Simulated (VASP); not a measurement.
Band structure of InSe (space group P-6m2). Method: PBEsol GGA, VASP's PBE PAW potentials (set 64) (plane waves; VASP 6.6.1).

Without a dispersion term in the relaxation, distances and binding between the weakly bound layers, chains or molecules are unreliable, and so is what depends on them. Unless said otherwise, spin-orbit coupling is left out, though it shifts the bands of the heavy elements here.

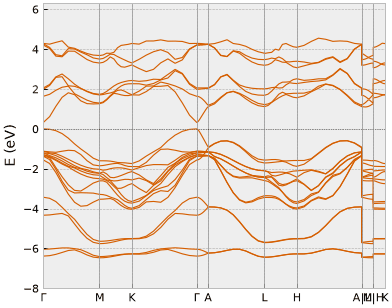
Fig. 1. Bands along high-symmetry lines, zero at the valence-band maximum or, without a gap, the Fermi level

Question: Read the plot: is there a gap, and where are the band edges?

Answer: The gap is direct, 0.32 eV, from the valence maximum at Γ to the conduction minimum at Γ. (Edges off the drawn lines would not show.)

The structure comes from a computed database's InSe entry (P-6m2); how it stands against other phases isn't given here. It was relaxed first, which changed the volume by -9 %.
